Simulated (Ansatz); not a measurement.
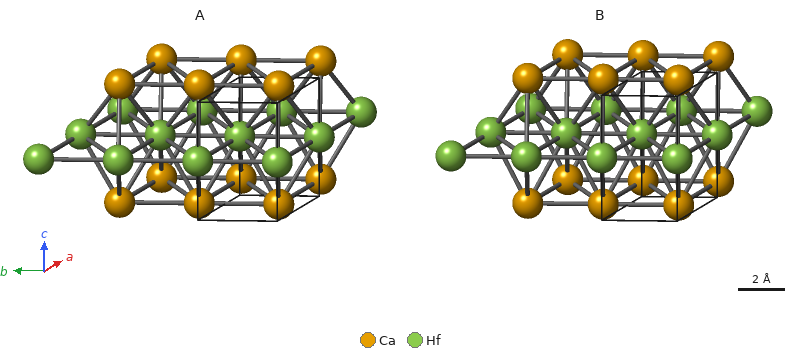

Two geometries of solid CaHf (a generated structure, set up in P-6m2), drawn at one scale. One is the start of a relaxation, the other its converged end. The picture is a ball-and-stick view of the cell of the calculation, repeated 2 × 3 × 1 with one cell outlined, seen from a free direction.

Computed with DFT PBE, scalar-relativistic, plane waves, PAW (Ansatz 0.2.0). Set-up: plane-wave cutoff 420 eV; k-point mesh 18 × 18 × 10; occupations gaussian; smearing width 0.1 eV; no spin polarisation; cell and atoms relaxed; force threshold 0.01 eV/Å; at most 80 steps.

> Which of the two is the end point?

Structure B is the relaxed one. The atoms keep their places relative to the cell (all moves are under 0.005 Å). The volume changes by −4.9 %, with a = b 3.471 → 3.291 Å (−5.2 %), c 5.548 → 5.864 Å (+5.7 %). Some distances before and after: Ca–Ca 3.471 → 3.291 Å, Hf–Hf 3.471 → 3.291 Å, Ca–Hf 3.422 → 3.494 Å. The space group stays P-6m2 (No. 187). After 4 accepted moves (5 points after the start) the energy has fallen by 44.3 meV per atom. All forces vanish by symmetry, so only the cell relaxes. Pressure: −2.20 GPa at the start and 0.00 GPa at the end. At 1 point the geometry stayed and the basis and grid were re-selected for the new cell (energy shift of 0.1 meV per atom at most each time). Cost: 3.4 min on 1 thread of Arm Neoverse V1 (shared host), peak memory 0.56 GiB.
